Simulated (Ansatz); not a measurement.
# CH6Ge···H2O: what the fields show

```tsv
atom	x (Å)	y (Å)	z (Å)
Ge	0.2407	0.1021	-0.0778
H	0.2273	-0.1604	1.4470
C	2.0713	0.0007	-0.7252
H	2.5059	-0.9885	-0.5184
H	2.1090	0.1726	-1.8113
H	2.6987	0.7610	-0.2363
H	-0.3675	1.4839	-0.3671
H	-0.6063	-0.9941	-0.7635
O	-2.6113	0.0223	1.0658
H	-2.6607	-0.8069	0.5507
H	-2.0936	-0.2224	1.8580
```

Method: RKS LDA/def2-mTZVP in Ansatz 0.2.0.

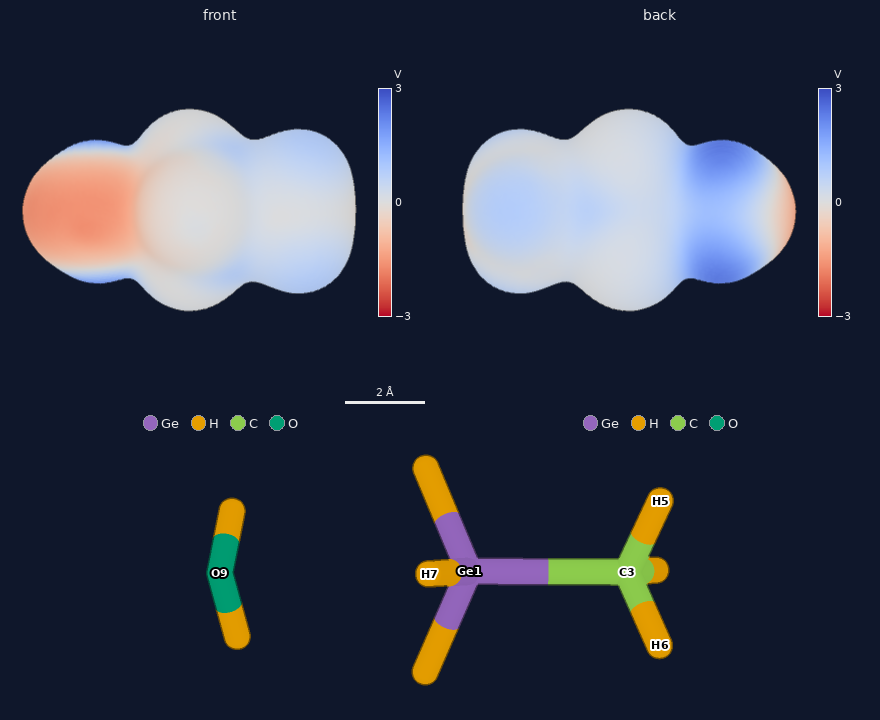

Figure 1. The molecular electrostatic potential painted on the density surface at 0.002 e/bohr³, seen from the front and from behind; red is negative and blue positive. The bare structure is drawn below in the same view.

Describe the electrostatic potential map.

The most negative region (about −1.6 V) lies over O9, the most positive (about +2.3 V) over H10 and H11. O9 is the likeliest acceptor of a hydrogen bond.

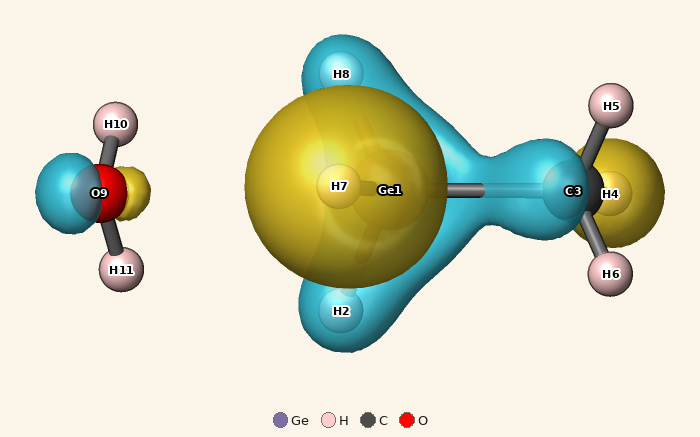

Figure 2. The HOMO−1 at ±0.15 Å⁻³ᐟ² (yellow and cyan are the two phases), seen across its widest extent.

Describe this orbital and give its energy.

By Hirshfeld shares it lies mainly on Ge1 (about 35 %), H7 (about 35 %) and C3 (about 10 %). Its energy is −7.87 eV.

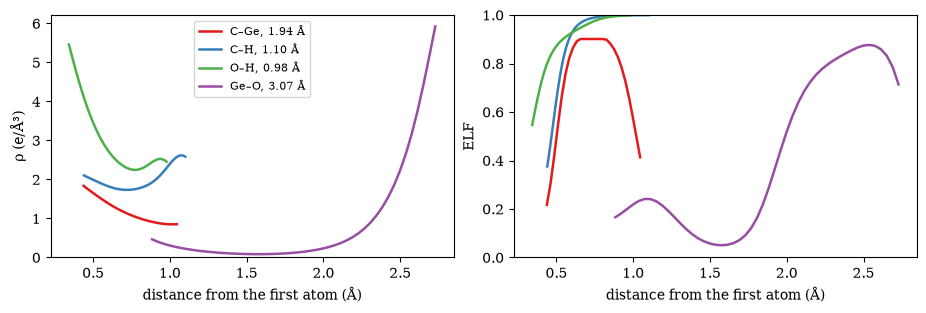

Figure 3. Electron density and electron localisation function along straight lines between neighbouring atoms. The curves leave out the atomic cores.

What can be read from the curves?

C–Ge (1.94 Å): the density is about 0.86 e/Å³ at the midpoint; the ELF peaks at about 0.90 in the valence shell of C, 0.7 Å from its nucleus, and is about 0.65 at the midpoint.
C–H (1.10 Å): ρ is about 1.9 e/Å³ halfway; the ELF climbs to about 1 towards the hydrogen, as it does in any bond to H (a covalent bond by its length).
O–H (0.98 Å): ρ at the midpoint is about 3.6 e/Å³; the ELF climbs to about 1 towards the hydrogen; a covalent bond by its length.
Ge1···O9 (3.07 Å): the density falls to about 0.09 e/Å³ on the way; the ELF dips to about 0.05 between them.
